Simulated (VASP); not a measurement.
Band structure of Ba$_{2}$ScO$_{3}$F (space group I4mm). All values below come from PBEsol GGA, VASP's PBE PAW potentials (set 64) (plane waves; VASP 6.6.1).

Unless said otherwise, spin-orbit coupling is left out, though it shifts the bands of the heavy elements here.

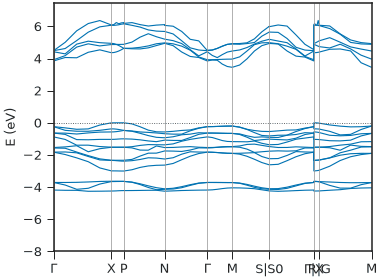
Figure. Bands along high-symmetry lines, zero at the valence-band maximum or, without a gap, the Fermi level

Problem. Read the plot: is there a gap, and where are the band edges?

Solution. The gap is indirect, 3.45 eV, from the valence maximum at (0.33, 0.33, 0.17) to the conduction minimum at M.

The structure comes from a computed database's Ba2ScO3F entry; how it stands against other phases isn't given here. The cell was not relaxed at this level.
